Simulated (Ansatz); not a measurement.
# Molecular dynamics, with input and output: C₂H₁₀N₂Si (part 4 of 4)

The same run, continued: C₂H₁₀N₂Si; UKS PBE0/def2-SVP (Ansatz 0.2.0). It belongs to a series of runs on one base structure; here: dynamics from the highest image of the converged band.

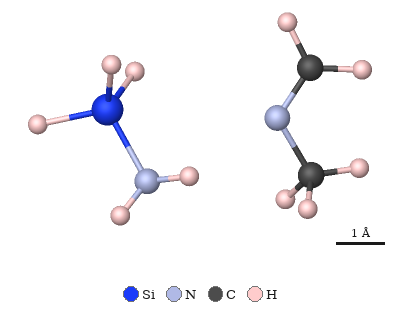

The geometry at step 167 of the log (ball-and-stick view, seen on its broad side).

Trajectory as extended XYZ, continued
```
15
Properties=species:S:1:pos:R:3:forces:R:3 step=133 time_fs=66.5 energy=-13077.95557 temperature=962.9
Si    0.2311    0.7505    1.8988    0.1661  -0.0291   0.7984
N     0.4470   -0.0208   -1.1763   -0.1969   0.7095  -0.1572
C    -0.2107   -1.2223   -1.5998    0.2073   0.7240  -2.1936
C     0.3248    1.0714   -1.8171   -0.0692  -0.7734   0.4342
H    -0.9258    1.5262    1.4095   -0.1389   0.3009  -0.2182
H     0.2816    1.0050    3.4150   -0.0156  -0.1993  -0.5781
H     1.5188    1.2644    1.3197   -0.1491   0.1200   0.0623
N     0.0010   -0.9511    1.5652    0.0399   0.4333   0.0154
H     0.3870   -2.0758   -1.3331    0.5492  -0.7371   0.1140
H    -1.1432   -1.3406   -1.0816   -0.8727   0.0121   0.5518
H    -0.4105   -1.2566   -2.7282    0.1105   0.0194   1.1006
H     0.7978    1.9594   -1.3790    0.0388   0.1453  -0.1719
H    -0.2662    1.1945   -2.7531    0.1751  -0.1023   0.1103
H     0.2626   -1.5782    2.3027    0.0324  -0.3534   0.6325
H     0.6165   -1.1423    0.7898    0.1231  -0.2699  -0.5005
15
Properties=species:S:1:pos:R:3:forces:R:3 step=140 time_fs=70.0 energy=-13078.02039 temperature=1001.0
Si    0.2291    0.7535    1.9722   -0.8140   0.2907   0.2629
N     0.4206   -0.0187   -1.2131   -0.0241   0.3807   0.0432
C    -0.2148   -1.2184   -1.6456   -0.1920  -0.8288  -0.4623
C     0.3426    1.0405   -1.8973    0.1573   0.1782   0.2761
H    -0.9682    1.5465    1.4484    0.5653  -0.1247   0.1464
H     0.2548    0.9579    3.4788   -0.0176  -0.1288  -0.3553
H     1.5024    1.2744    1.4207    0.1660   0.3061  -0.0656
N     0.0124   -0.9314    1.5719    0.9354  -0.7396   0.2407
H     0.4367   -2.1039   -1.4115   -0.4342   0.5306  -0.1405
H    -1.1618   -1.3542   -1.0677    0.4750   0.0073  -0.2177
H    -0.4472   -1.2431   -2.7437   -0.0006   0.0356   0.4532
H     0.7937    1.9580   -1.4786   -0.0277  -0.1025  -0.1729
H    -0.1691    1.1419   -2.8780    0.0282  -0.1992   0.0560
H     0.3411   -1.5863    2.2968   -0.3528   0.3885  -0.2032
H     0.6346   -1.0967    0.7686   -0.4641   0.0059   0.1393
15
Properties=species:S:1:pos:R:3:forces:R:3 step=147 time_fs=73.5 energy=-13078.04273 temperature=1014.5
Si    0.2242    0.7574    2.0465   -0.6206   0.1442  -0.8828
N     0.3941   -0.0135   -1.2494    0.0996  -0.0337   0.2564
C    -0.2201   -1.2208   -1.6952   -0.1541  -0.5556   1.5774
C     0.3617    1.0108   -1.9751    0.1661   0.5619  -0.2161
H    -0.9527    1.5570    1.5011    0.4627  -0.0898   0.1918
H     0.2260    0.8961    3.5085   -0.0240  -0.0206   0.5362
H     1.5009    1.3175    1.5164    0.0710   0.2386   0.0299
N     0.0305   -0.9164    1.5804    0.4812  -0.2040   0.2984
H     0.4494   -2.0881   -1.5017   -0.2426   0.2633  -0.0023
H    -1.1415   -1.3682   -1.0710    0.5661  -0.1023  -0.3458
H    -0.4893   -1.2256   -2.7264   -0.4215   0.0406  -1.4566
H     0.7885    1.9493   -1.5959    0.0751   0.0340   0.0384
H    -0.0683    1.0667   -2.9961   -0.0890  -0.2163   0.0243
H     0.3853   -1.5639    2.2821   -0.1544  -0.0328   0.0809
H     0.6089   -1.0541    0.7517   -0.2155  -0.0273  -0.1300
15
Properties=species:S:1:pos:R:3:forces:R:3 step=153 time_fs=76.5 energy=-13078.07787 temperature=1035.4
Si    0.2180    0.7613    2.1077    0.3093  -0.1945  -0.9168
N     0.3719   -0.0089   -1.2791    0.0938   0.0109   0.0581
C    -0.2262   -1.2268   -1.7292   -0.2666   0.8469  -1.2969
C     0.3794    0.9894   -2.0431    0.1468   0.3206  -0.3781
H    -0.8991    1.5595    1.5624   -0.2133   0.2874  -0.0358
H     0.1990    0.8399    3.5739   -0.0334  -0.0305   0.5181
H     1.5059    1.3763    1.6011   -0.1861   0.0284   0.2033
N     0.0495   -0.9051    1.5897   -0.1088   0.5793   0.3112
H     0.4414   -2.0536   -1.5800    0.6655  -0.7810   0.1297
H    -1.0808   -1.3905   -1.0992   -0.8317  -0.3616   0.5088
H    -0.5546   -1.2074   -2.8087    0.1753  -0.0188   0.5863
H     0.7898    1.9434   -1.6948    0.0986   0.0968   0.1208
H     0.0109    0.9827   -3.0938   -0.0832  -0.1365   0.1689
H     0.4082   -1.5453    2.2745    0.1691  -0.5418   0.3725
H     0.5648   -1.0200    0.7277    0.0647  -0.1057  -0.3503
15
Properties=species:S:1:pos:R:3:forces:R:3 step=160 time_fs=80.0 energy=-13078.09887 temperature=1047.7
Si    0.2120    0.7650    2.1759    0.7051  -0.3819  -0.0378
N     0.3467   -0.0033   -1.3135    0.0179   0.3174  -0.4223
C    -0.2356   -1.2284   -1.7779   -0.3301  -0.3496  -0.4677
C     0.4015    0.9671   -2.1254    0.2418  -0.0845   0.0904
H    -0.8602    1.5929    1.6303   -0.5602   0.3744  -0.1101
H     0.1640    0.7710    3.6945   -0.0286  -0.0339  -0.4156
H     1.4933    1.4477    1.7216   -0.1909  -0.1168   0.2587
N     0.0718   -0.8887    1.6032    0.4671  -0.0443   0.4946
H     0.4840   -2.0731   -1.6622   -0.2309   0.3498  -0.1173
H    -1.0772   -1.4512   -1.0932    0.0562  -0.1208  -0.2318
H    -0.6138   -1.1887   -2.8529    0.3539  -0.0880   0.9029
H     0.8002    1.9428   -1.7995   -0.0214  -0.1625  -0.0088
H     0.0941    0.8720   -3.1904   -0.0928   0.0906   0.1672
H     0.4447   -1.5649    2.2873   -0.1805   0.2721  -0.6414
H     0.5131   -0.9897    0.6776   -0.2066  -0.0220   0.5392
15
Properties=species:S:1:pos:R:3:forces:R:3 step=167 time_fs=83.5 energy=-13078.07568 temperature=1034.2
Si    0.2084    0.7673    2.2437   -0.1662  -0.0942  -0.0120
N     0.3216    0.0050   -1.3514   -0.0540   0.4464  -0.7347
C    -0.2475   -1.2325   -1.8295    0.2099  -0.8375   2.2549
C     0.4258    0.9437   -2.2068    0.0992  -0.6961   0.5445
H    -0.8764    1.6620    1.6898    0.0392  -0.2750   0.2172
H     0.1257    0.6988    3.7741   -0.0270   0.0115  -0.6581
H     1.4614    1.5073    1.8706    0.1138  -0.0790   0.1338
N     0.0970   -0.8713    1.6207   -0.1785   0.8290   0.4259
H     0.5091   -2.0641   -1.7550   -0.4435   0.5832  -0.1211
H    -1.0738   -1.5255   -1.1090    0.6579   0.2070  -0.6884
H    -0.6430   -1.1785   -2.8208   -0.4131   0.0072  -1.2680
H     0.8101    1.9276   -1.9038    0.0366  -0.0491  -0.0283
H     0.1664    0.7715   -3.2693   -0.1006   0.2790  -0.0158
H     0.4685   -1.5703    2.2455    0.1488  -0.3191   0.0299
H     0.4443   -0.9631    0.6722    0.0775  -0.0132  -0.0797
15
Properties=species:S:1:pos:R:3:forces:R:3 step=173 time_fs=86.5 energy=-13078.10406 temperature=1050.7
Si    0.2051    0.7689    2.3016   -0.5236   0.0517  -0.5128
N     0.2998    0.0148   -1.3887   -0.1672   0.1677  -0.7456
C    -0.2570   -1.2413   -1.8603   -0.0119   0.8688  -0.1783
C     0.4475    0.9188   -2.2727   -0.0477  -0.7300   0.4984
H    -0.8918    1.7007    1.7579    0.3164  -0.5922   0.2904
H     0.0900    0.6374    3.7869   -0.0675   0.0063  -0.0215
H     1.4425    1.5508    2.0115    0.2767  -0.0395   0.0213
N     0.1180   -0.8517    1.6386   -0.1870   0.7497   0.3297
H     0.4985   -2.0113   -1.8456    0.6766  -0.5510  -0.0486
H    -1.0230   -1.5754   -1.1749   -0.5713  -0.1233   0.4781
H    -0.6923   -1.1710   -2.8735    0.0642  -0.0642  -0.0587
H     0.8218    1.9092   -1.9954    0.1253   0.0765   0.0256
H     0.2192    0.7096   -3.3364   -0.0820   0.2864  -0.0149
H     0.4979   -1.5952    2.2034    0.1191  -0.2022   0.1525
H     0.3887   -0.9407    0.6681    0.0800   0.0953  -0.2155
15
Properties=species:S:1:pos:R:3:forces:R:3 step=180 time_fs=90.0 energy=-13078.08128 temperature=1037.3
Si    0.1995    0.7709    2.3671    0.1184  -0.0872  -0.6547
N     0.2729    0.0271   -1.4376   -0.3250  -0.4818  -0.4371
C    -0.2678   -1.2451   -1.8974   -0.0027   0.2713  -1.1869
C     0.4725    0.8840   -2.3453    0.0236   0.2000   0.1154
H    -0.8812    1.6871    1.8649   -0.0402  -0.2770  -0.0169
H     0.0406    0.5656    3.8047   -0.1082  -0.0411   0.6730
H     1.4469    1.5953    2.1785    0.0725  -0.1743  -0.0283
N     0.1417   -0.8241    1.6615    0.3087  -0.2934  -0.2326
H     0.5430   -1.9930   -1.9566   -0.0095   0.0400   0.0665
H    -1.0145   -1.6442   -1.2085   -0.1993   0.0626   0.2995
H    -0.7411   -1.1697   -2.9375    0.4755  -0.1275   1.0057
H     0.8477    1.8913   -2.0999    0.0779  -0.1787   0.0514
H     0.2719    0.6667   -3.4153   -0.0621   0.1337   0.0551
H     0.5390   -1.6320    2.1629   -0.2593   0.7091  -0.2219
H     0.3301   -0.9029    0.6533   -0.0704   0.2443   0.5118
15
Properties=species:S:1:pos:R:3:forces:R:3 step=187 time_fs=93.5 energy=-13078.02878 temperature=1006.3
Si    0.1945    0.7723    2.4305    0.7738  -0.6335   0.5679
N     0.2435    0.0357   -1.4904   -0.2588  -0.7235  -0.2163
C    -0.2782   -1.2467   -1.9434    0.5437  -1.0168   1.2107
C     0.4976    0.8508   -2.4167   -0.0243   0.6302  -0.0846
H    -0.8778    1.6442    1.9692   -0.5745   0.2888  -0.3811
H    -0.0194    0.4912    3.8862    0.0262   0.0976   0.0305
H     1.4592    1.6195    2.3420   -0.2026  -0.2990  -0.0859
N     0.1669   -0.7971    1.6829   -0.3549   0.8255  -0.2919
H     0.5877   -1.9737   -2.0580   -0.7937   0.5486   0.3111
H    -1.0240   -1.7020   -1.2133    0.8605   0.5899  -0.6051
H    -0.7483   -1.1808   -2.9141   -0.4285   0.0396  -0.7652
H     0.8838    1.8568   -2.1973    0.1110  -0.0749   0.1592
H     0.3175    0.6390   -3.4892   -0.0347  -0.0752  -0.0003
H     0.5611   -1.6103    2.1100    0.2880  -0.3592   0.4823
H     0.2666   -0.8390    0.6786    0.0688   0.1619  -0.3316
15
Properties=species:S:1:pos:R:3:forces:R:3 step=193 time_fs=96.5 energy=-13078.05649 temperature=1022.2
Si    0.1924    0.7717    2.4863    0.2065  -0.6155   1.2352
N     0.2166    0.0385   -1.5373    0.0220  -0.4006  -0.4363
C    -0.2837   -1.2541   -1.9763    0.1439   0.4603   0.1177
C     0.5189    0.8267   -2.4783   -0.2057   0.3690   0.1754
H    -0.9200    1.6270    2.0275   -0.1920   0.1425  -0.2807
H    -0.0692    0.4359    3.9632    0.1578   0.2497  -0.5365
H     1.4538    1.6143    2.4744   -0.1690  -0.1755  -0.1551
N     0.1869   -0.7698    1.6993   -0.1468   0.2965  -0.3395
H     0.5670   -1.9169   -2.1195    0.3479  -0.4467   0.1552
H    -0.9685   -1.7058   -1.2587   -0.1280  -0.0390   0.3404
H    -0.7825   -1.1890   -2.9407   -0.3563  -0.0073  -0.5226
H     0.9248    1.8201   -2.2669    0.1431   0.1319   0.2001
H     0.3532    0.6098   -3.5518    0.0017  -0.1615   0.0086
H     0.5974   -1.6058    2.0972    0.0501   0.1604   0.0899
H     0.2172   -0.7689    0.6834    0.1249   0.0357  -0.0518
15
Properties=species:S:1:pos:R:3:forces:R:3 step=200 time_fs=100.0 energy=-13078.00782 temperature=993.6
Si    0.1904    0.7686    2.5560   -0.8761  -0.2881   0.8287
N     0.1855    0.0389   -1.5957    0.4467   0.1126  -0.7695
C    -0.2894   -1.2587   -2.0153   -0.5450   0.6658  -1.4957
C     0.5419    0.8022   -2.5482   -0.2604   0.2743   0.6157
H    -0.9831    1.6186    2.0680    0.5767  -0.2435   0.0248
H    -0.1112    0.3972    4.0013    0.1343   0.2079  -0.2959
H     1.4326    1.5922    2.6118    0.1278   0.1440  -0.1978
N     0.2092   -0.7358    1.7153   -0.0387  -0.0191  -0.6088
H     0.5765   -1.8949   -2.1759    0.3649  -0.4788   0.0249
H    -0.9199   -1.7167   -1.2729   -0.5127  -0.2983   0.5769
H    -0.8500   -1.2018   -3.0094    0.4597  -0.1971   0.9500
H     0.9854    1.7867   -2.3284   -0.0590  -0.0928   0.0468
H     0.3956    0.5596   -3.6223    0.0707  -0.0875   0.1196
H     0.6438   -1.5813    2.0902   -0.1255   0.4553  -0.2466
H     0.1744   -0.6848    0.6895    0.2366  -0.1547   0.4270
```

This output came from the following input.

The input
```yaml
crystal:
  periodic: [false, false, false]
  atoms:
    - { symbol: Si, position_ang: [0.307965, 0.637228, 1.213477] }
    - { symbol: "N", position_ang: [0.622536, -0.01317, -0.809743] }
    - { symbol: C, position_ang: [-0.158878, -1.104864, -1.342799] }
    - { symbol: C, position_ang: [0.088406, 1.188563, -0.996217] }
    - { symbol: H, position_ang: [-0.696844, 1.561047, 0.266418] }
    - { symbol: H, position_ang: [-0.318247, 1.271979, 2.45303] }
    - { symbol: H, position_ang: [1.651462, 1.273177, 1.147087] }
    - { symbol: "N", position_ang: [-0.030205, -0.9845, 1.623154] }
    - { symbol: H, position_ang: [0.357533, -2.061996, -1.167356] }
    - { symbol: H, position_ang: [-1.173231, -1.190374, -0.90068] }
    - { symbol: H, position_ang: [-0.283316, -1.010069, -2.437852] }
    - { symbol: H, position_ang: [0.740549, 2.069041, -0.902575] }
    - { symbol: H, position_ang: [-0.771083, 1.354211, -1.674232] }
    - { symbol: H, position_ang: [-0.63144, -1.192659, 2.411064] }
    - { symbol: H, position_ang: [0.294691, -1.797616, 1.117323] }
magnetization:
  spin_polarized: true
basis:
  gaussian: { orbitals: def2-SVP }
hamiltonian:
  xc: pbe0
md:
  timestep: 0.5
  n_steps: 200
  ensemble: nve
  temperature: 100.0
  initial_velocities: maxwell_boltzmann
  seed: 2503
```

Run as:
```bash
ansatz run input.yaml --threads 4 --pin off --max-ram 5120MiB --backend cpu --events-out ev --progress --plain --runs-dir out
```

Key numbers

```json
{"quantity": "outcome", "value": "finished"}
{"quantity": "mean temperature over the second half", "value": "984 K"}
{"quantity": "trajectory", "value": "200 steps, 100 fs"}
{"quantity": "ensemble", "value": "nve"}
{"quantity": "temperature in the input", "value": "100.0 K"}
{"quantity": "time step", "value": "0.5 fs"}
{"quantity": "potential energy (last step)", "value": "−13078.0079 eV"}
{"quantity": "mean-field energy (last step)", "value": "−13078.0079 eV"}
{"quantity": "largest force (length of the vector) (last step)", "value": "1.725 eV/Å"}
{"quantity": "hardware", "value": "4 threads of Arm Neoverse N1, 16 GiB of memory available, shared host"}
{"quantity": "wall time", "value": "17 min (CPU time 66 min)"}
{"quantity": "peak memory", "value": "0.42 GiB"}
```

So short a trajectory is not equilibrated.
